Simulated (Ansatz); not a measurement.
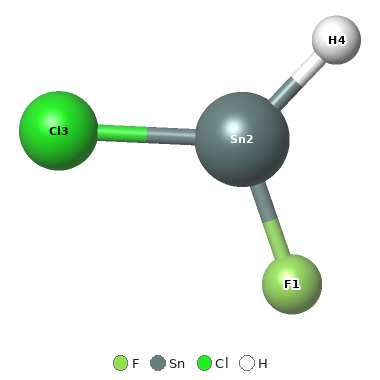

The system is ClFHSn, SMILES [F][SnH+][Cl], charge +1; the picture shows the reference structure. 
- The first coordinate is: bond length F1–Sn2; the second: bond length Sn2–H4.
- Nothing is relaxed (all other coordinates rigid).
- Grid: 7 × 7 points.
- Points are written as (first, second).
- Energies are in kcal/mol, from the lowest grid point.
- Level of theory: RKS wB97M-V/def2-SVP in Ansatz.

Its coordinates:

```yaml
atoms:
  - { symbol: F, position_ang: [-1.7803, -0.0096, 0.3868] }
  - { symbol: Sn, position_ang: [0.0377, 0.1347, -0.0881] }
  - { symbol: Cl, position_ang: [1.2329, -1.5987, 0.6861] }
  - { symbol: H, position_ang: [0.5098, 1.4736, -0.9847] }
```

Range: bond length F1–Sn2 from 1.658 to 2.356 Å; bond length Sn2–H4 from 1.410 to 2.183 Å.

What landscape does the calculation give?

Answer. The lowest grid point is at (1.891 Å, 1.668 Å). No other kind of well shows on this grid. The highest grid point, (2.356 Å, 2.183 Å), lies 62.7 kcal/mol above the lowest. Round the minimum the two coordinates are nearly uncoupled.

```csv
"bond length Sn2–H4 ↓, bond length F1–Sn2 →",1.658,1.775,1.891,2.007,2.123,2.239,2.356
2.183,52.0,29.7,24.3,28.4,37.8,49.7,62.7
2.054,43.1,20.9,15.6,19.8,29.3,41.4,54.5
1.925,35.2,13.1,7.8,12.1,21.7,33.9,47.2
1.797,29.4,7.3,2.1,6.5,16.2,28.5,41.8
1.668,27.3,5.2,0.0,4.5,14.2,26.6,40.1
1.539,31.6,9.4,4.2,8.7,18.5,31.0,44.6
1.410,46.3,24.0,18.9,23.4,33.3,45.8,59.5
```

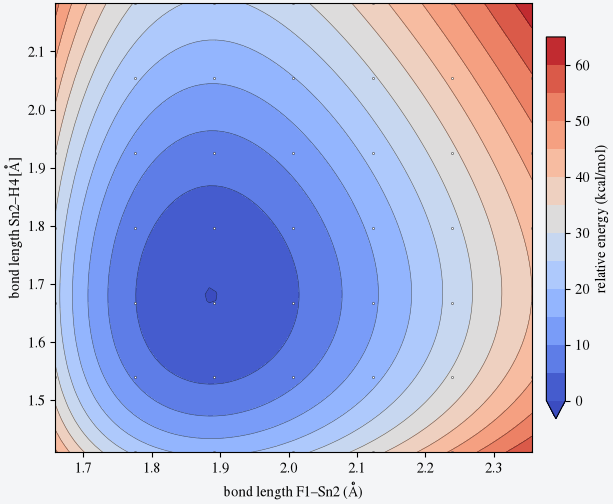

Drawn: filled contours, dots at the grid points. Between grid points the surface is interpolated.

The whole map (49 points run) took 15 min on 1 thread of Intel(R) Xeon(R) Processor @ 2.50GHz (Skylake/Cascade Lake) (shared host).
